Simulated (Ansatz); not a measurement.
System: LuCdS2, space group R-3m (No. 166), 4 atoms in the cell.

```xyz
4
Lattice="3.7754 0.0000 0.0000 -1.8877 3.2695 0.0000 -1.8877 1.0898 6.9697" Properties=species:S:1:pos:R:3 pbc="T T T"
Lu    0.0000    2.1797    3.4849
Cd    0.0000    0.0000    0.0000
S    -1.8877    3.2695    4.8863
S     1.8877    1.0898    2.0835
```

Computed with Ansatz: DFT with r2SCAN, PAW plane waves, no spin polarisation, 10×10×10 k mesh, Fermi-Dirac smearing of 0.1 eV.

What Bader charges does it give?

The Bader charges are Lu +1.90 e, Cd +0.64 e and S −1.27 e. Summed over the cell, Lu gives up most (1.9 e) and S takes most (2.5 e). S has the largest basins, 25.2 Å³ on average, and Lu the smallest, 12.9 Å³.

The structure was built from a prototype or by substitution, so it need not be a known phase. The atoms aren't at rest in this cell (largest force 1.2 eV/Å), so the relaxed material can differ. The cell is at 6 GPa in this functional. Spin-orbit coupling is left out, which matters for Lu.

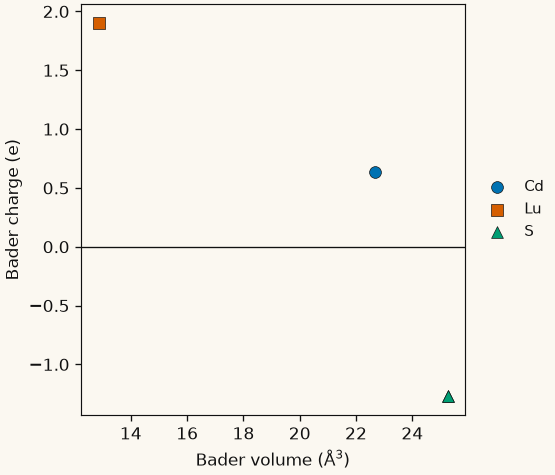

Bader charges of the atoms (positive: electrons lost), against the volumes of their basins.
